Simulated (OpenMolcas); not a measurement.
**triplet GeH3O2F at 6 levels**

Aim: a comparison of 6 runs (UHF/STO-3G, UB3LYP/6-31G*, U-r2SCAN/def2-SVP, UTPSS/def2-SVP, ROMP2/def2-SVP) of triplet GeH3O2F. 

The calculation is run with OpenMolcas 26.06.

2 further runs of the same task are left out: 2 that didn't finish.

**1. The structure to begin with**

The species is GeH3O2F (7 atoms), meant as a triplet with charge 0. SMILES of the parent species: `[OH][GeH]([OH])[F]`. Geometry: relaxed at PBE0-D4/def2-TZVP. This is one conformer, not always the lowest. That shape belongs to the parent species and isn't relaxed for this state.

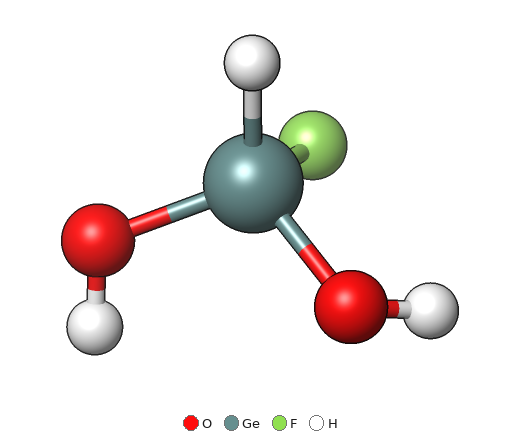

The structure, seen from a chosen angle (oxygen red, germanium teal, fluorine green, hydrogen white).

**2. A single-point energy at UHF/STO-3G (run 1)**

The input, mol.xyz:

```xyz
7

O     -0.352900     1.140300    -0.859300
Ge    -0.107500    -0.026800     0.432400
O      1.518200    -0.656000     0.307600
F     -1.260300    -1.284500     0.113200
H     -1.209200     1.041800    -1.283900
H     -0.331400     0.485800     1.847500
H      1.804400    -0.768700    -0.603100
```

The input, test.inp:

```
&GATEWAY
 BasLib=$CurrDir
 Coord=mol.xyz
 Basis=STO-3G
 Group=NoSym

&SEWARD

&SCF
 UHF
 Spin=3
 Thresholds=1e-10 1e-07 1e-07 1e-05
 PrOrbitals=1 1
```

The basis set STO-3G is read from a file made from the Basis Set Exchange's data (not shown).

The run is started by

```
export MOLCAS_MEM=1860
pymolcas test.inp > test.log
```

Standard output:

```text
--- Start Module: gateway ---
[...]
--- Stop Module: gateway /rc=_RC_ALL_IS_WELL_ ---
--- Start Module: seward ---
[...]
      Basis functions           36
--- Stop Module: seward /rc=_RC_ALL_IS_WELL_ ---
--- Start Module: scf ---
[...]
       Convergence after  31 Iterations
[...]
::    Total SCF energy                              -2298.9645036096
[...]
      Total spin, S                                     1.0023060424
[...]
      Total electronic charge=   60.000000
      Total            charge=   -0.000000
[...]
      Dipole Moment (debye):
      Origin of the operator (angstrom)=   -0.1015   -0.1397    0.1974
                   X= -1.2280E+00               Y=  2.2229E+00               Z= -2.7543E+00           Total=  3.7463E+00
      Quadrupole Moment (debye*angstrom):
[...]
--- Stop Module: scf /rc=_RC_ALL_IS_WELL_ ---
[...]
```

It took 1.9 s on 1 thread of Intel Xeon 6975P-C (Granite Rapids), shared host; peak memory 0.37 GiB.

**3. A single-point energy at UB3LYP/6-31G(d) (spherical functions) (run 2)**

The input, mol.inp:

```
* FGeH3O2 Kohn-Sham DFT
&GATEWAY
BASLIB
$CurrDir
COORD
7
bohr
O     -0.66688435     2.15485470    -1.62384166
Ge    -0.20314556    -0.05064466     0.81711758
O      2.86898220    -1.23966034     0.58127976
F     -2.38162183    -2.42735321     0.21391700
H     -2.28505683     1.96871668    -2.42621937
H     -0.62625524     0.91802895     3.49126902
H      3.40982182    -1.45263247    -1.13969383
BASIS
6-31Gs
GROUP
NoSym
&SEWARD
GRIDINPUT
Grid=UltraFine
End of Grid
&SCF
UHF
SPIN
3
KSDFT
B3LYP
THRESHOLDS
1e-10 1e-07 1e-07 1e-05
PRORBITALS
0
```

The basis set 6-31G* is read from a file made from the Basis Set Exchange's data (not shown).

The run is started by

```
export MOLCAS_MEM=1860
pymolcas mol.inp > mol.log
```

Standard output:

```text
--- Start Module: gateway ---
[...]
--- Stop Module: gateway /rc=_RC_ALL_IS_WELL_ ---
--- Start Module: seward ---
[...]
      Basis functions           80
--- Stop Module: seward /rc=_RC_ALL_IS_WELL_ ---
[...]
--- Start Module: scf ---
[...]
       Convergence after  34 Iterations
[...]
::    Total KS-DFT energy                           -2328.6507219503
[...]
      Total spin, S                                     1.0028966615
[...]
      Total electronic charge=   60.000000
      Total            charge=   -0.000000
[...]
      Dipole Moment (debye):
      Origin of the operator (angstrom)=   -0.1015   -0.1397    0.1974
                   X=  2.0503E-01               Y=  1.2427E+00               Z= -6.6200E-01           Total=  1.4229E+00
      Quadrupole Moment (debye*angstrom):
[...]
--- Stop Module: scf /rc=_RC_ALL_IS_WELL_ ---
[...]
```

Wall time 63 s (1 thread of Intel Xeon 6975P-C (Granite Rapids), shared host); peak memory 0.45 GiB.

Runs 3 to 5 aren't shown in full; the table further down has their settings and results.

**4. The energy at ROMP2/def2-SVP (run 6)**

The input, mol.inp:

```
&GATEWAY
BasLib=$CurrDir
Coord
7
bohr
O     -0.66688435     2.15485470    -1.62384166
Ge    -0.20314556    -0.05064466     0.81711758
O      2.86898220    -1.23966034     0.58127976
F     -2.38162183    -2.42735321     0.21391700
H     -2.28505683     1.96871668    -2.42621937
H     -0.62625524     0.91802895     3.49126902
H      3.40982182    -1.45263247    -1.13969383
Basis=def2-SVP
Group=NoSym
&SEWARD
&SCF
UHF
Spin=3
Thresholds=1e-10 1e-07 1e-07 1e-05
PrOrbitals=1 1
&RASSCF
FileOrb=$Project.UnaOrb
Spin=3
Nactel=2 0 0
Inactive=29
Ras2=2
OutOrbitals=Canonical
OrbListing=Nothing
&CASPT2
IPEA=0.0
Frozen=12
```

The basis set def2-SVP is read from a file made from the Basis Set Exchange's data (not shown).

The run is started by

```
export MOLCAS_MEM=1860
pymolcas mol.inp > mol.log
```

Standard output:

```text
--- Start Module: gateway ---
[...]
--- Stop Module: gateway /rc=_RC_ALL_IS_WELL_ ---
[...]
      Basis functions           89
[...]
       Convergence after  32 Iterations
[...]
::    Total SCF energy                              -2325.6326063281
[...]
      Total spin, S                                     1.0025713940
[...]
--- Start Module: rasscf ---
[...]
      Number of active orbitals                  2
[...]
      Spin quantum number                      1.0
[...]
      Active orbitals                            2
[...]
      Number of CSFs                             1
[...]
      Number of root(s) required                 1
[...]
      Convergence after 13 iterations
[...]
      printout of CI-coefficients larger than  0.05 for root  1
      energy=   -2325.627099
      conf/sym  11     Coeff  Weight
             1  uu   1.00000 1.00000
      Natural orbitals and occupation numbers for root  1
      sym 1:   1.000000   1.000000
      ************************************************************************************************************************
      *                                                    Final results                                                     *
[...]
::    RASSCF root number  1 Total energy:  -2325.62709873
[...]
      Total electronic charge=   60.000000
      Total            charge=   -0.000000
[...]
      Dipole Moment (debye):
      Origin of the operator (angstrom)=   -0.1015   -0.1397    0.1974
                   X=  1.8063E+00               Y=  1.5696E+00               Z= -3.6371E-01           Total=  2.4204E+00
      Quadrupole Moment (debye*angstrom):
[...]
--- Stop Module: rasscf /rc=_RC_ALL_IS_WELL_ ---
[...]
--- Start Module: caspt2 ---
[...]
 ###    WARNING: User changed nr of frozen orbitals.                         ###
 ###############################################################################
[...]
      E2 (Variational):          -0.7715529304
      Total energy:           -2326.3986516636
[...]
      Reference weight:           0.83768
[...]
::    CASPT2 Root  1     Total energy:  -2326.39865166
[...]
--- Stop Module: caspt2 /rc=_RC_ALL_IS_WELL_ ---
[...]
```

It took 17 s on 1 thread of Intel Xeon 6975P-C (Granite Rapids), shared host; peak memory 0.49 GiB.

**5. All runs side by side**

| run | level | integration grid | Cartesian functions | energy (Eh) | dipole moment (D) | HOMO energy (eV) | ⟨S²⟩ | wall time |
| --- | --- | --- | --- | --- | --- | --- | --- | --- |
| 1 | UHF/STO-3G | – | no | -2298.964504 | 3.75 | 0.29 | 2.007 | 1.9 s |
| 2 | UB3LYP/6-31G* (spherical functions) | UltraFine | no | -2328.650722 | 1.42 | -2.07 | 2.009 | 63 s |
| 3 | UB3LYP/6-31G* (Cartesian functions) | UltraFine | yes | -2328.662603 | 1.40 | -2.10 | 2.009 | 64 s |
| 4 | U-r2SCAN/def2-SVP | UltraFine | no | -2328.337570 | 1.17 | -1.48 | 2.009 | 90 s |
| 5 | UTPSS/def2-SVP | UltraFine | no | -2328.462737 | 1.04 | -1.28 | 2.005 | 81 s |
| 6 | ROMP2/def2-SVP | – | no | -2326.398652 | – | – | – | 17 s |

**6. Summary of results**

| quantity | value |
| --- | --- |
| run 6: total energy | -2326.39865 Eh |

Over runs 1, 2, 3, 4, 5 the dipole moment (its size) runs from 1.04 D (UTPSS/def2-SVP) to 3.75 D (UHF/STO-3G). The two ends differ in method and basis. Totals of different functionals can't be ranked against each other. In run 1 the basis is minimal, so the values are rough. All runs together took 5.3 min, the longest 90 s.
